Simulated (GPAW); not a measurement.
The O K edge of atom 3 in SiO2 (Stishovite, P4_2/mnm), with 2 Si at 1.76 Å and 1 Si at 1.81 Å (distorted trigonal planar, site symmetry m2m), was computed in 2 ways: full core hole (charged cell) and no core hole. Program and functional: GPAW, PBE, Gaussian full width 0.9 eV up to 4 eV, rising linearly to 3.5 eV at 25 eV; cells of 6 and 12 atoms (the run without a hole in the smaller).

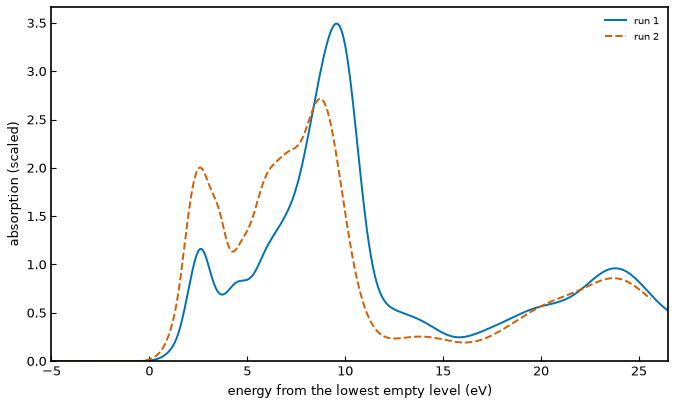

Each run is counted from its own lowest empty level or Fermi level and scaled to a mean of 1 over its first 20 eV.

Which run is which?

Run 1: no core hole (area from −2 to 6 eV 4.0, main maxima 2.6 eV (1.16), 9.6 eV (3.49) and 23.8 eV (0.96)). Run 2: full core hole (charged cell) (area from −2 to 6 eV 7.2, main maxima 2.6 eV (2.01), 8.7 eV (2.72) and 23.7 eV (0.86)). With each curve scaled to its own mean, the area from −2 to 6 eV with the hole is 7.2 against 4.0, and the centre of weight from −1 to 20 eV moves by -1.5 eV: the hole pulls the absorber's empty states down.

[Hosts, paths, dates, database ids (printed as entryN), source tags and the programs' standing remarks are cut or masked in the printed files.]

[Lists of maxima count a maximum above −3 eV only where it reaches 4 % of the highest in the window and stands out from its surroundings by 2 % of it (1.5 % where it reaches 55 %); shoulders and weaker maxima are passed over, and of the rest the first, up to two pre-edge ones and the few strongest are named.]
